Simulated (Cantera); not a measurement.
Charge: 1 mol CuO, 0.62 mol H₂, 0.38 mol N₂, at 80.0 mbar.

These are equilibrium values from Cantera (NASA tables, ideal gas, pure condensed phases), not measurements of a reactor. Candidate condensed phases: Cu, CuO, Cu(OH)₂, Cu₂O, H₂O; 27 gas species. Each liquid is taken as pure. Mutual solubility and eutectic melting of coexisting phases are not modelled. The numbers say what is thermodynamically allowed, not how fast it happens.

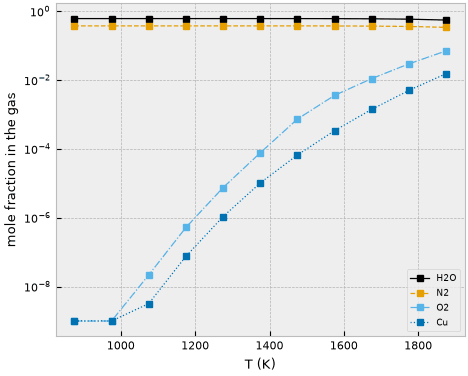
Figure: Equilibrium gas composition (values under 1e-9 drawn at 1e-9)

From 875 K to 1275 K the condensed part is Cu(s) + Cu₂O(s). From 1375 K to 1475 K the condensed part is Cu(l) + Cu₂O(s). From 1575 K to 1875 K the condensed part is Cu(l) + Cu₂O(l).
